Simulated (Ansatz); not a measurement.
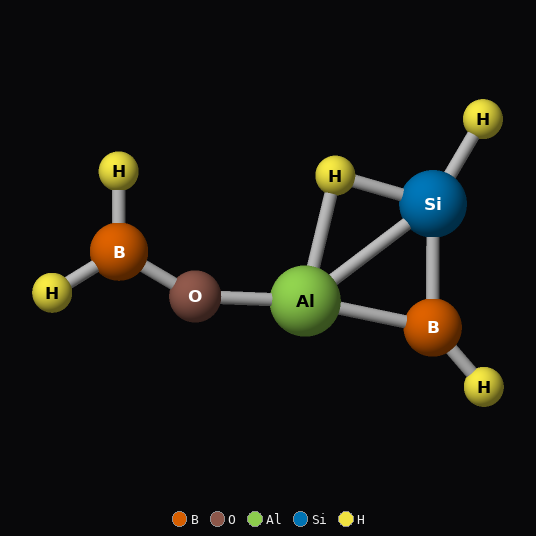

Rendered structure (ball-and-stick style). Every bond is drawn as one stick, whatever its order.

Describe the molecule.

Formula AlB2H5OSi. The point group is Cs. All atoms lie on one plane. Coordination, clear cases only: 1 B trigonal planar; 1 O bent.

The parts below concern this one geometry. Atoms keep their numbers from picture to picture. The computed structure is the end point of a PBE0-D4/def2-TZVP optimisation.

Shape

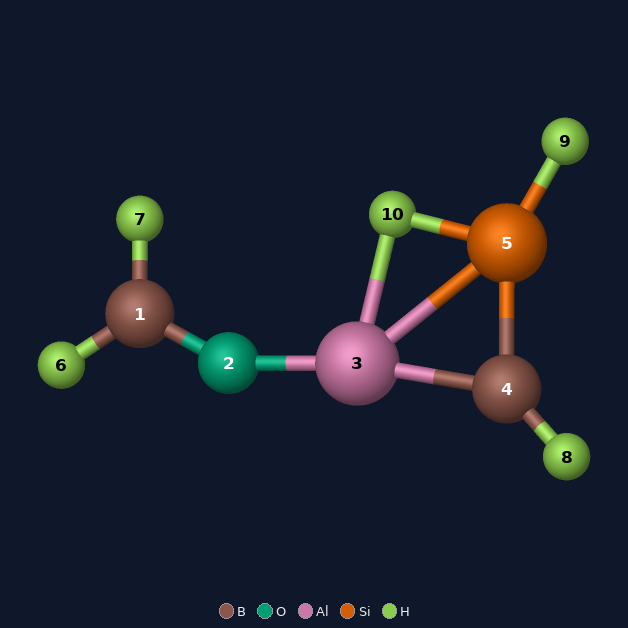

The atoms are numbered.

List the bonds and their lengths.

```csv
bond,length (Å)
B1–O2,1.343
B1–H6,1.201
B1–H7,1.205
O2–Al3,1.686
Al3–B4,1.991
Al3–Si5,2.450
Al3–H10,1.942
B4–Si5,1.856
B4–H8,1.184
Si5–H9,1.489
Si5–H10,1.553
```

Electronic properties

Method: RKS revPBE-D4/def2-TZVPP (Ansatz 0.2.0).

> Give the LUMO energy (Kohn–Sham orbital) at this level.

−2.14 eV.

> Give the dispersion correction at this level.

−53.3 kJ/mol.

> Give the HOMO energy (Kohn–Sham orbital) at this level.

−5.57 eV.

Vibrations

Harmonic vibrations computed with RKS PBE0-D4/def2-TZVP (Ansatz 0.2.0) at a stationary point of the same level.

> How many vibrational modes are there, and where do they lie?

24 modes: 33, 54, 104, 175, 203, 244, 298, 369, 504, 628, 695, 748, 795, 863, 1008, 1062, 1170, 1241, 1413, 1906, 2197, 2528, 2614, 2728 cm⁻¹.

Charges

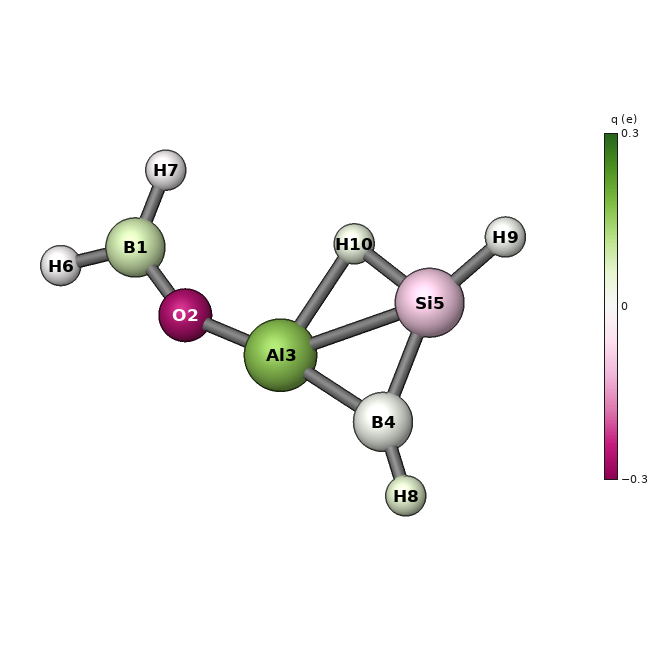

Atoms are coloured by their Mulliken charges. Properties computed with RKS PBE0-D4/def2-TZVP (Ansatz 0.2.0).

List the Mulliken charges.

```json
{"atom": "B1", "value (e)": "0.08"}
{"atom": "O2", "value (e)": "−0.26"}
{"atom": "Al3", "value (e)": "0.16"}
{"atom": "B4", "value (e)": "0.01"}
{"atom": "Si5", "value (e)": "−0.09"}
{"atom": "H6", "value (e)": "0.00"}
{"atom": "H7", "value (e)": "−0.01"}
{"atom": "H8", "value (e)": "0.06"}
{"atom": "H9", "value (e)": "0.01"}
{"atom": "H10", "value (e)": "0.03"}
```

Dipole moment

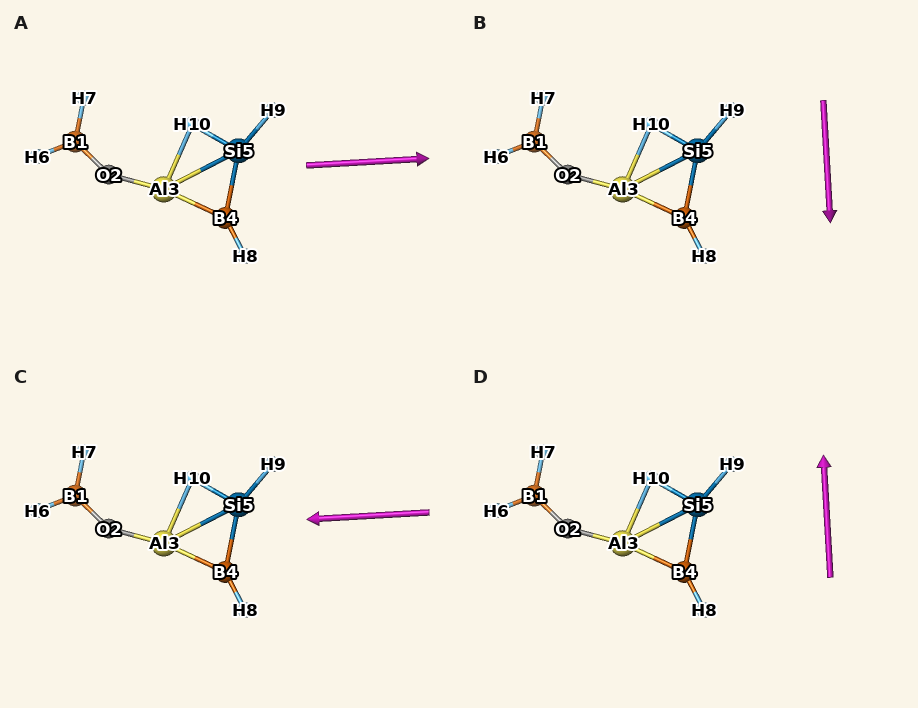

The same molecule four times, each with an arrow. Level of theory: RKS ωB97M-V/def2-TZVPP (Ansatz 0.2.0).

> Which arrow points along the dipole moment, from the negative to the positive end?

D. The dipole moment is 0.99 D; it points from the side of H8 to the side of H7 (the outermost atoms at the two ends).

Mulliken values depend strongly on the basis set and can even reverse the polarity of a bond.
